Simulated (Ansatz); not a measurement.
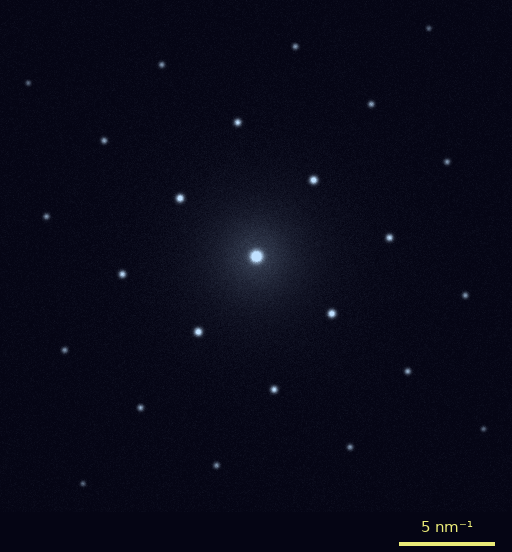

Computed electron diffraction pattern, 300 kV, single scattering only, B = 0.5 Å².

Q: What net do the spots form, and what spacings does it show?

A: The spots form a square net with both shortest vectors at d = 1.99 Å, 90.0° apart.

Q: What is the point symmetry of the pattern, intensities included?

A: 4mm. A zero-layer kinematic pattern is always centrosymmetric (Friedel's law). A fourfold pattern needs a tetragonal or cubic crystal seen along a 4 or -4 axis.

Q: What was simulated?

A: This cannot be fixed from one zone alone; the pattern is [001] of Cr, space group Im-3m (No. 229), a = 2.81 Å. The net vectors are 1 -1 0 and 1 1 0. Structure: the input geometry of an electronic-structure calculation (not necessarily at equilibrium).
